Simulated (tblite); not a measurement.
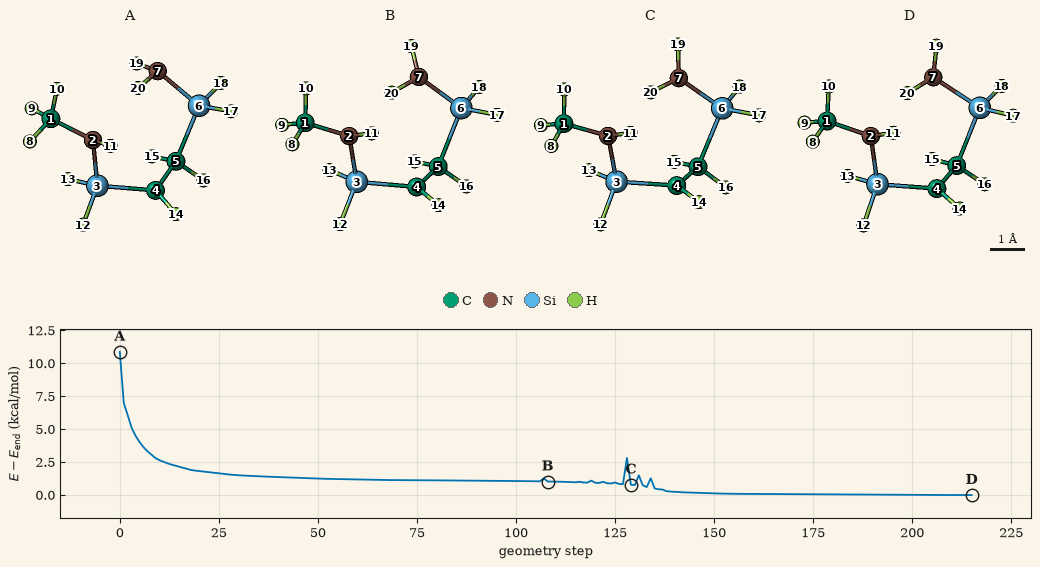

Frames of a relaxation of C₃H₁₃N₂Si₂ (multiplicity 2), marked on the history of the run. A ball-and-stick model, seen at a tilt.

Level of theory: GFN2-xTB geometry optimisation, gas phase in tblite 0.8.0. 

Q: Describe the path.

A: The atom that moves furthest after the best rigid fit is H19 (1.21 Å). By element the largest moves are H 1.21 Å, N 0.30 Å, C 0.15 Å, Si 0.09 Å. Near-neighbour distances that change, for instance: C5–Si6 1.877 → 1.937 Å, N2–Si3 1.692 → 1.747 Å, C4–C5 1.507 → 1.456 Å, Si3–C4 1.804 → 1.842 Å. Among the angles between lasting bonds that change: N7–Si6–H17 107.5° → 117.7°, Si6–N7–H19 110.0° → 120.1°, Si6–N7–H20 108.8° → 118.4°. Over 215 geometry steps the energy falls by 10.9 kcal/mol. From step 0 to 108: H19 moves most (0.83 Å), energy −9.85 kcal/mol. From step 108 to 129: H19 moves most (0.30 Å), energy −0.24 kcal/mol. From step 129 to 215: H17 moves most (0.26 Å), energy −0.79 kcal/mol.

| step | E − E(0), kcal/mol |
| --- | --- |
| 0 | 0.00 |
| 1 | -3.89 |
| 2 | -4.82 |
| 3 | -5.79 |
| 4 | -6.39 |
| 5 | -6.86 |
| 6 | -7.25 |
| 7 | -7.56 |
| 8 | -7.82 |
| 9 | -8.07 |
| 10 | -8.23 |
| 21 | -9.10 |
| 32 | -9.41 |
| 42 | -9.53 |
| 53 | -9.66 |
| 64 | -9.72 |
| 75 | -9.76 |
| 86 | -9.79 |
| 96 | -9.81 |
| 107 | -9.61 |
| 118 | -9.94 |
| 129 | -10.09 |
| 139 | -10.61 |
| 150 | -10.76 |
| 161 | -10.80 |
| 172 | -10.82 |
| 183 | -10.84 |
| 193 | -10.86 |
| 204 | -10.88 |
| 215 | -10.88 |
